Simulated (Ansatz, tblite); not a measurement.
# The cluster Ge3Se4: a ladder of methods and basis sets

Aim: run the singlet of the cluster Ge3Se4 at one geometry on many levels, and compare frontier levels, spin and run time.

Program: Ansatz 0.2.0, Gaussian basis. Level of theory: as each input shows. These are calculated values, not measurements.

The runs, in order: GFN1-xTB, GFN2-xTB, PBE-D4/def2-TZVP, r2SCAN-D4/def2-TZVP, LC-ωPBE/def2-TZVP, PBE-D4/def2-SVP, PBE0-D4/def2-SVP, MP2/def2-SVP, RPA/def2-SVP.

12 further runs of the same task are left out: 10 that didn't finish, 2 set aside as unsound or not needed. Runs told in other sessions of the task aren't counted.

### 1 The geometry

The geometry is that of the singlet, from an earlier relaxation (PBE-D4/def2-SVP). At that level it is the lowest of the isomers that a small search found.

7 atoms, charge 0, spin multiplicity 1.

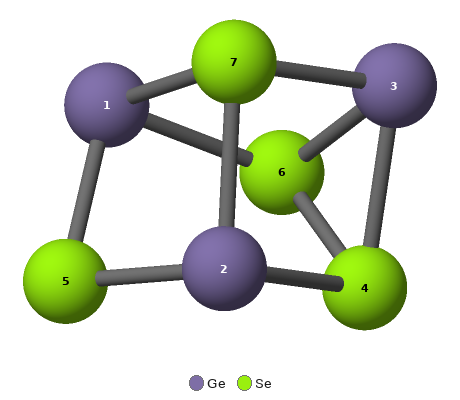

The geometry (germanium purple, selenium green); atoms are numbered from 1 in the order of the file.

PBE0-D4/def2-TZVP was run before; its log isn't repeated, and its numbers join the tables.

### 2 GFN1-xTB

Tight binding, by tblite at 300 K electronic temperature and without a spin-polarisation term:

```python
tblite.interface.Calculator('GFN1-xTB', numbers, positions, charge=0, uhf=0).singlepoint()
```

Energy -504.4682 eV, HOMO -9.12 eV, LUMO -7.07 eV; 0.034 s.

### 3 GFN2-xTB

Tight binding, by tblite at 300 K electronic temperature and without a spin-polarisation term:

```python
tblite.interface.Calculator('GFN2-xTB', numbers, positions, charge=0, uhf=0).singlepoint()
```

Energy -511.0110 eV, HOMO -10.54 eV, LUMO -8.54 eV; 0.044 s.

### 4 PBE-D4/def2-TZVP

start.molden holds the orbitals of an earlier run on this state, given as this run's starting guess.

in.yaml reads:

```yaml
crystal:
  periodic: [false, false, false]
  atoms:
    - {symbol: Ge, position_ang: [-1.566832, -0.267425, 1.211708]}
    - {symbol: Ge, position_ang: [0.784340, 1.837564, -0.036561]}
    - {symbol: Ge, position_ang: [-0.118340, -1.064187, -2.019030]}
    - {symbol: Se, position_ang: [1.946622, -0.587515, -0.575028]}
    - {symbol: Se, position_ang: [0.077301, 1.220202, 2.204006]}
    - {symbol: Se, position_ang: [0.290037, -2.071023, 0.303933]}
    - {symbol: Se, position_ang: [-1.413117, 0.932394, -1.089028]}
basis:
  gaussian: {orbitals: def2-TZVP, initial_orbitals: start.molden}
hamiltonian: {xc: pbe, dispersion: d4}
scf: {omitted_lower_state_checks: [starts]}
output: {forces: true, orbitals: {seedname: orbitals}}
```

Launch:

```console
ansatz run in.yaml --threads 4 --pin off --events-out ev --progress --plain --max-ram 4787MiB
```

Output:

```text
Functional definition: PBE
  name "PBE"
  cite "Perdew, Burke & Ernzerhof, Phys. Rev. Lett. 77, 3865 (1996) doi:10.1103/PhysRevLett.77.3865"
  parent pbe
  parameter kappa = 0.804
  parameter beta = 0.06672455060314922
  exchange = pbe_x(kappa = kappa, mu = beta*pi^2/3)
  correlation = pbe_c(beta = beta)
these checks for a lower state are left out or cut short: starts
2622 factors; their error is unknown
mean field evaluation 1: about -430895.4990 eV, gradient 2.1e1 eV
mean field evaluation 2: about -430895.8081 eV, gradient 4.5e-1 eV
mean field evaluation 4: about -430895.6710 eV, gradient 1.8e-1 eV
mean field evaluation 8: about -430895.6711 eV, gradient 1.4e-5 eV
mean field -430895.67107792 eV, -15835.1238405376 hartree, gradient 1.4e-5 eV, S^2 0.000000; 0 other end points of the search recorded, 0 dependent functions left out
the calculation of the forces begins
reference -430895.67111327 eV, -15835.1238418365 hartree; 116, 116 occupied and 220, 220 virtual orbitals, 2622 factors
Total energy: -430896.43107920 eV, -15835.1517700694 hartree
Atom 0 at    -1.566832    -0.267425     1.211708 Å, force     0.093947     0.014820    -0.091760 eV/Å
Atom 1 at     0.784340     1.837564    -0.036561 Å, force    -0.055520    -0.117674    -0.011837 eV/Å
Atom 2 at    -0.118340    -1.064187    -2.019030 Å, force     0.025708     0.063441     0.156859 eV/Å
Atom 3 at     1.946622    -0.587515    -0.575028 Å, force    -0.167518    -0.051304     0.027782 eV/Å
Atom 4 at     0.077301     1.220202     2.204006 Å, force    -0.015267    -0.009151    -0.043842 eV/Å
Atom 5 at     0.290037    -2.071023     0.303933 Å, force     0.051085     0.145149    -0.088425 eV/Å
Atom 6 at    -1.413117     0.932394    -1.089028 Å, force     0.067565    -0.045281     0.051223 eV/Å
Dipole moment:     0.001476    -0.201888    -0.337654 e Å
Checks for a lower state left out: starts
```

It took 16 s on 4 threads of Intel Xeon Platinum 8175M at 2.50GHz, shared host; peak memory 1 GiB.

Report: HOMO -5.29 eV, LUMO -3.37 eV.

### 5 r2SCAN-D4/def2-TZVP

Edit in.yaml of step 4 so:

```diff
@@ -12,4 +12,4 @@
   gaussian: {orbitals: def2-TZVP, initial_orbitals: start.molden}
-hamiltonian: {xc: pbe, dispersion: d4}
+hamiltonian: {xc: r2scan, dispersion: d4}
 scf: {omitted_lower_state_checks: [starts]}
-output: {forces: true, orbitals: {seedname: orbitals}}
+output: {orbitals: {seedname: orbitals}}
```

Same command.

Output:

```text
Functional definition: r2SCAN
  name "r2SCAN"
  cite "Furness, Kaplan, Ning, Perdew & Sun, J. Phys. Chem. Lett. 11, 8208 (2020) doi:10.1021/acs.jpclett.0c02405"
  cite "Furness, Kaplan, Ning, Perdew & Sun, J. Phys. Chem. Lett. 11, 9248 (2020) doi:10.1021/acs.jpclett.0c03077"
  parent r2scan
  parameter k0 = 0.174
  parameter k1 = 0.065
  parameter a1 = 4.9479
  exchange = r2scan_x(k0 = k0, k1 = k1, a1 = a1)
  correlation = r2scan_c
these checks for a lower state are left out or cut short: starts
2622 factors; their error is unknown
mean field evaluation 1: about -430957.8949 eV, gradient 1.5e1 eV
mean field evaluation 2: about -430958.0488 eV, gradient 2.5e-1 eV
mean field evaluation 4: about -430957.9127 eV, gradient 2.0e-3 eV
mean field -430957.91270974 eV, -15837.4111783180 hartree, gradient 2.3e-5 eV, S^2 0.000000; 0 other end points of the search recorded, 0 dependent functions left out
reference -430957.91272024 eV, -15837.4111787041 hartree; 116, 116 occupied and 220, 220 virtual orbitals, 2622 factors
Total energy: -430958.06138983 eV, -15837.4166422106 hartree
Checks for a lower state left out: starts
```

Wall time 28 s (4 threads of Intel Xeon Platinum 8175M at 2.50GHz, shared host); peak memory 1.1 GiB.

From the report: HOMO -5.53 eV, LUMO -3.35 eV.

### 6 LC-ωPBE/def2-TZVP

Edit in.yaml of step 5 so:

```diff
@@ -12,3 +12,3 @@
   gaussian: {orbitals: def2-TZVP, initial_orbitals: start.molden}
-hamiltonian: {xc: r2scan, dispersion: d4}
+hamiltonian: {xc: {name: LC-wPBE}}
 scf: {omitted_lower_state_checks: [starts]}
```

The command is unchanged.

Output (excerpt; [...] marks lines left out):

```text
Functional definition: LC-wPBE
  name "LC-wPBE"
  cite "Vydrov & Scuseria, J. Chem. Phys. 125, 234109 (2006) doi:10.1063/1.2409292"
  cite "Heyd & Scuseria, J. Chem. Phys. 120, 7274 (2004) doi:10.1063/1.1668634"
  cite "Ernzerhof & Perdew, J. Chem. Phys. 109, 3313 (1998) doi:10.1063/1.476928"
  cite "Perdew, Burke & Ernzerhof, Phys. Rev. Lett. 77, 3865 (1996) doi:10.1103/PhysRevLett.77.3865"
  parent pbe
[...]
2622 factors; their error is unknown
584 factors; integrals over basis functions are off by at most 2.3e-5 eV
[...]
mean field -430899.35891703 eV, -15835.2593661252 hartree, gradient 4.9e-5 eV, S^2 0.000000; 0 other end points of the search recorded, 0 dependent functions left out
reference -430899.35891704 eV, -15835.2593661254 hartree; 116, 116 occupied and 220, 220 virtual orbitals, 2622 factors
Total energy: -430899.35891704 eV, -15835.2593661254 hartree
Checks for a lower state left out: starts
```

Run time: 23 s. Hardware: 4 threads of Intel Xeon Platinum 8175M at 2.50GHz, shared host; peak memory 1.6 GiB.

From the report: HOMO -8.31 eV, LUMO -0.60 eV.

### 7 PBE-D4/def2-SVP

Edit in.yaml of step 6 so:

```diff
@@ -11,4 +11,4 @@
 basis:
-  gaussian: {orbitals: def2-TZVP, initial_orbitals: start.molden}
-hamiltonian: {xc: {name: LC-wPBE}}
+  gaussian: {orbitals: def2-SVP, initial_orbitals: start.molden}
+hamiltonian: {xc: pbe, dispersion: d4}
 scf: {omitted_lower_state_checks: [starts]}
```

Launched as before.

Output:

```text
Functional definition: PBE
  name "PBE"
  cite "Perdew, Burke & Ernzerhof, Phys. Rev. Lett. 77, 3865 (1996) doi:10.1103/PhysRevLett.77.3865"
  parent pbe
  parameter kappa = 0.804
  parameter beta = 0.06672455060314922
  exchange = pbe_x(kappa = kappa, mu = beta*pi^2/3)
  correlation = pbe_c(beta = beta)
these checks for a lower state are left out or cut short: starts
2437 factors; their error is unknown
mean field evaluation 1: about -430842.3924 eV, gradient 1.8e1 eV
mean field evaluation 2: about -430842.7962 eV, gradient 4.4e-1 eV
mean field evaluation 4: about -430842.3258 eV, gradient 1.4e-1 eV
mean field -430842.32581875 eV, -15833.1634384218 hartree, gradient 3.1e-5 eV, S^2 0.000000; 0 other end points of the search recorded, 0 dependent functions left out
reference -430842.32585293 eV, -15833.1634396777 hartree; 116, 116 occupied and 108, 108 virtual orbitals, 2437 factors
Total energy: -430843.08581886 eV, -15833.1913679106 hartree
Checks for a lower state left out: starts
```

Wall time 6.5 s (4 threads of Intel Xeon Platinum 8175M at 2.50GHz, shared host); peak memory 0.56 GiB.

Report: HOMO -5.28 eV, LUMO -3.33 eV.

### 8 PBE0-D4/def2-SVP

Edit in.yaml of step 7 so:

```diff
@@ -12,3 +12,3 @@
   gaussian: {orbitals: def2-SVP, initial_orbitals: start.molden}
-hamiltonian: {xc: pbe, dispersion: d4}
+hamiltonian: {xc: pbe0, dispersion: d4}
 scf: {omitted_lower_state_checks: [starts]}
```

Launched as before.

Output:

```text
Functional definition: PBE0
  name "PBE0"
  cite "Adamo & Barone, J. Chem. Phys. 110, 6158 (1999) doi:10.1063/1.478522"
  cite "Perdew, Burke & Ernzerhof, Phys. Rev. Lett. 77, 3865 (1996) doi:10.1103/PhysRevLett.77.3865"
  parent pbe
  parameter a = 0.25
  parameter kappa = 0.804
  parameter beta = 0.06672455060314922
  exchange = (1 - a)*pbe_x(kappa = kappa, mu = beta*pi^2/3) + a*exact_x
  correlation = pbe_c(beta = beta)
these checks for a lower state are left out or cut short: starts
2176 factors; integrals over basis functions are off by at most 6.3e-4 eV
mean field evaluation 1: about -430854.1360 eV, gradient 9.5e0 eV
mean field evaluation 2: about -430854.2405 eV, gradient 1.1e-1 eV
mean field evaluation 4: about -430854.2627 eV, gradient 1.3e-4 eV
mean field -430854.26269791 eV, -15833.6021106399 hartree, gradient 1.2e-5 eV, S^2 0.000000; 0 other end points of the search recorded, 0 dependent functions left out
reference -430854.26272358 eV, -15833.6021115833 hartree; 116, 116 occupied and 108, 108 virtual orbitals, 2176 factors
Total energy: -430854.92334202 eV, -15833.6263888630 hartree
Checks for a lower state left out: starts
```

It took 19 s on 4 threads of Intel Xeon Platinum 8175M at 2.50GHz, shared host; peak memory 1.1 GiB.

Report: HOMO -6.16 eV, LUMO -2.64 eV.

### 9 MP2/def2-SVP

Edit in.yaml of step 8 so:

```diff
@@ -12,3 +12,3 @@
   gaussian: {orbitals: def2-SVP, initial_orbitals: start.molden}
-hamiltonian: {xc: pbe0, dispersion: d4}
+correlation: {method: mp2}
 scf: {omitted_lower_state_checks: [starts]}
```

Launched as before.

Output:

```text
Functional definition: HF
  name "HF"
  cite "Fock, Z. Phys. 61, 126 (1930) doi:10.1007/BF01340294"
  parent pbe
  exchange = exact_x
  correlation = 0
these checks for a lower state are left out or cut short: starts
2176 factors; integrals over basis functions are off by at most 6.3e-4 eV
mean field evaluation 1: about -430582.6140 eV, gradient 3.1e1 eV
mean field evaluation 2: about -430584.3500 eV, gradient 1.8e0 eV
mean field evaluation 4: about -430584.4698 eV, gradient 5.2e-1 eV
mean field evaluation 8: about -430584.4706 eV, gradient 5.5e-5 eV
mean field -430584.47061819 eV, -15823.6874345818 hartree, gradient 1.6e-6 eV, S^2 0.000000; 0 other end points of the search recorded, 0 dependent functions left out
63 core orbitals not correlated: weight in the atoms' cores, before any rotation towards them, 1.000 or more for the frozen orbitals, at most 0.000 for the correlated occupied ones
reference -430584.47061819 eV, -15823.6874345818 hartree; 53, 53 occupied and 108, 108 virtual orbitals, 2176 factors
second order -43.12873706 eV of doubles, -0.00000000 eV of singles
Total energy: -430627.59935525 eV, -15825.2723864351 hartree
Checks for a lower state left out: starts
```

Wall time 26 s (4 threads of Intel Xeon Platinum 8175M at 2.50GHz, shared host); peak memory 1.2 GiB.

From the report: Hartree-Fock HOMO -7.97 eV, LUMO 0.53 eV.

### 10 RPA/def2-SVP

Edit in.yaml of step 9 so:

```diff
@@ -12,4 +12,4 @@
   gaussian: {orbitals: def2-SVP, initial_orbitals: start.molden}
-correlation: {method: mp2}
+hamiltonian: {xc: pbe}
+correlation: {method: rpa}
 scf: {omitted_lower_state_checks: [starts]}
-output: {orbitals: {seedname: orbitals}}
```

Same command.

Output (excerpt; [...] marks lines left out):

```text
Functional definition: PBE
  name "PBE"
  cite "Perdew, Burke & Ernzerhof, Phys. Rev. Lett. 77, 3865 (1996) doi:10.1103/PhysRevLett.77.3865"
  parent pbe
[...]
2176 factors; integrals over basis functions are off by at most 6.3e-4 eV
[...]
mean field -430842.32580042 eV, -15833.1634377482 hartree, gradient 2.4e-6 eV, S^2 0.000000; 0 other end points of the search recorded, 0 dependent functions left out
63 core orbitals not correlated: weight in the atoms' cores, before any rotation towards them, 1.000 or more for the frozen orbitals, at most 0.000 for the correlated occupied ones
reference -430581.03289167 eV, -15823.5611004621 hartree; 53, 53 occupied and 108, 108 virtual orbitals, 2176 factors
Total energy: -430641.86757092 eV, -15825.7967336896 hartree
Checks for a lower state left out: starts
```

Run time: 19 s. Hardware: 4 threads of Intel Xeon Platinum 8175M at 2.50GHz, shared host; peak memory 0.77 GiB.

### 11 Comparison

```
              level  functions  HOMO (eV)  LUMO (eV)  gap (eV)   time
    PBE-D4/def2-SVP        224      -5.28      -3.33      1.95  6.5 s
   PBE-D4/def2-TZVP        336      -5.29      -3.37      1.93   16 s
r2SCAN-D4/def2-TZVP        336      -5.53      -3.35      2.18   28 s
   PBE0-D4/def2-SVP        224      -6.16      -2.64      3.53   19 s
  PBE0-D4/def2-TZVP        336      -6.13      -2.64      3.50   51 s
  LC-ωPBE/def2-TZVP        336      -8.31      -0.60      7.71   23 s
```

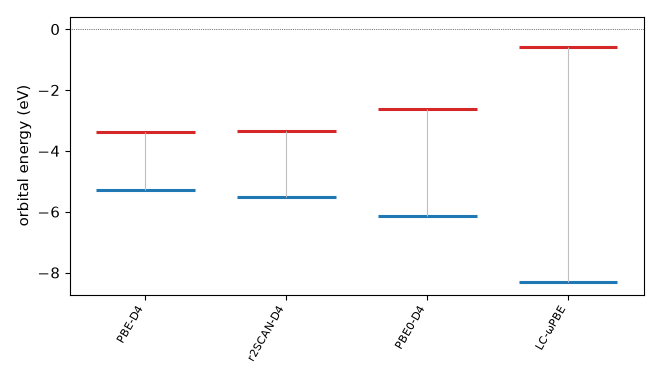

Highest filled (blue) and lowest empty (red) level in def2-TZVP.

Energy pieces by basis (eV):

```
   basis            HF  MP2 correlation               total
def2-SVP  -430584.4706         -43.1287  -430627.5994 (MP2)
```

### 12 Binding energy

Free atoms were run apart at each level; binding is atoms less cluster, divided by the number of atoms, without zero-point or spin-orbit terms.

```
              level  binding an atom (eV)
        HF/def2-SVP                 1.533
    PBE-D4/def2-SVP                 3.295
   PBE-D4/def2-TZVP                 3.292
r2SCAN-D4/def2-TZVP                 3.132
   PBE0-D4/def2-SVP                 3.099
  PBE0-D4/def2-TZVP                 3.117
  LC-ωPBE/def2-TZVP                 2.766
       RPA/def2-SVP                 2.397
       MP2/def2-SVP                 2.762
```

### 13 Results

```
                                                 quantity                                value
gap in def2-TZVP, named functionals, smallest and largest  1.93 eV (PBE-D4), 7.71 eV (LC-ωPBE)
                         correlation energy, MP2/def2-SVP                            -43.13 eV
                binding an atom, functionals in def2-TZVP   2.77 (LC-ωPBE) to 3.29 eV (PBE-D4)
          PBE0 total energy, smallest basis above largest       53.36 eV (def2-SVP, def2-TZVP)
```

In words: Over the named functionals in def2-TZVP the gap runs from 1.93 eV (PBE-D4) to 7.71 eV (LC-ωPBE); exact exchange widens it.

The slowest run with a step of its own, r2SCAN-D4/def2-TZVP, took 28 s; the quickest functional in def2-TZVP took 16 s (shared host).
